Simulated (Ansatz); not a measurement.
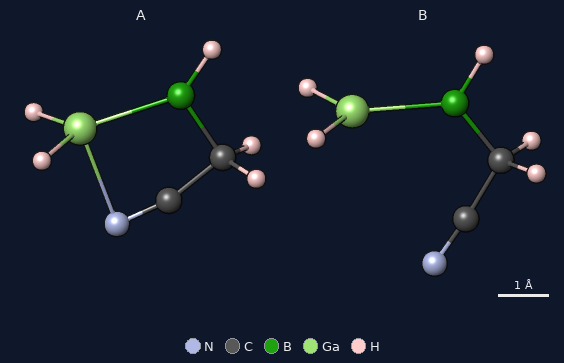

Two geometries of C2H5BGaN, drawn at one scale. One is the start of a relaxation, the other its converged end. A ball-and-stick model, seen at a tilt.

Computed with RKS PBE0-D4/def2-TZVP in Ansatz 0.2.0. (force threshold 0.005 eV/Å; at most 150 steps)

**Which of the two is the end point?**

Structure B is the relaxed one. The start comes from GFN2-xTB. The N atom moves most after the best rigid fit: 1.14 Å. By element the largest moves are N 1.14 Å, H 0.54 Å, C 0.51 Å, Ga 0.43 Å, B 0.23 Å. Near-neighbour distances that change, for instance: Ga–N 2.235 → 3.765 Å, C–Ga 2.419 → 3.334 Å, B–Ga 2.144 → 2.082 Å, B–C 1.615 → 1.578 Å. Bonds break, among them: Ga–N (2.23 → 3.76 Å). Bond angles that change, for instance: C–B–Ga 103.5° → 122.7°, Ga–B–H 140.7° → 123.0°, C–C–B 98.4° → 114.5°. After 13 accepted moves (14 points after the start) the energy has fallen by 30.4 kJ/mol. Largest force component: 0.83 eV/Å at the start, 0.0048 eV/Å at the end. The line search rejected the trial step at point 4 of the run.
